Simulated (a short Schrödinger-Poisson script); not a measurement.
System: gated Al0.33Ga0.67N/GaN polarisation-induced gas, at 300 K.

```
layer       material  thickness (nm)  Na (cm⁻³)
-----  -------------  --------------  ---------
1      Al0.33Ga0.67N              10          -
2                GaN            6000       8e15
```

The device is made up for the run: typed textbook-type constants, with dimensions and the other settings drawn at random. Al0.33Ga0.67N: permittivity 9.3, conduction-band edge (eV) 0.462, gap (eV) 4.09, electron mass (mₑ) 0.24, Nv at 300 K (cm⁻³) 4.6e19. GaN: permittivity 9.5, conduction-band edge (eV) 0, gap (eV) 3.43, Nv at 300 K (cm⁻³) 4.6e19.

Channel valleys (confinement mass, in-plane density-of-states mass, number): Γ 0.2, 0.2, 1. At the gate the conduction-band edge of layer 1 lies 1.27 eV − eVg above the Fermi level of the channel; the field vanishes at the back. Sheet of polarisation charge: +1.6e13 e/cm² at 10 nm from the gate. The barrier under the gate holds no holes. Gaps are held at their typed values at every temperature. Mesh 0.08 nm at interfaces.

Solved with a short Schrödinger-Poisson script written for these runs: 1D Poisson equation in equilibrium, electrons quantum, Hartree (BenDaniel-Duke, 40 states a valley, the channel's in-plane mass for all, wave functions free to enter the barrier), parabolic valleys, classical holes, full ionisation, no traps, pinning or gate leakage.

Only gate voltages with over 1e8 electrons/cm² are shown.

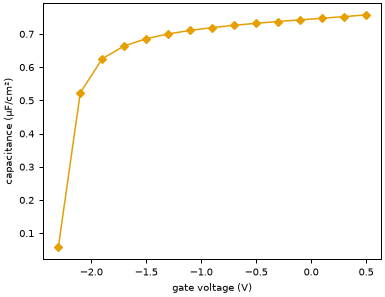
Figure: Quasi-static capacitance against gate voltage

| Vg (V) | electrons (cm⁻²) | in the channel layer | C (μF/cm²) | Γ E0 (meV) | Γ E1 (meV) |
|---|---|---|---|---|---|
| 0.5 | 1.19e13 | 1.09e13 | 0.757 | -126.2 | 10.1 |
| 0.1 | 1.00e13 | 9.33e12 | 0.747 | -106.7 | 17.7 |
| -0.3 | 8.14e12 | 7.72e12 | 0.737 | -86.8 | 25.6 |
| -0.7 | 6.32e12 | 6.06e12 | 0.726 | -66.2 | 33.9 |
| -1.1 | 4.52e12 | 4.39e12 | 0.711 | -44.4 | 43.2 |
| -1.5 | 2.78e12 | 2.72e12 | 0.686 | -19.7 | 54.8 |
| -1.9 | 1.13e12 | 1.12e12 | 0.625 | 14.5 | 74.2 |
| -2.3 | 7.86e9 | 7.82e9 | 0.0570 | 150.5 | 196.1 |

Subbands count from the Fermi level.
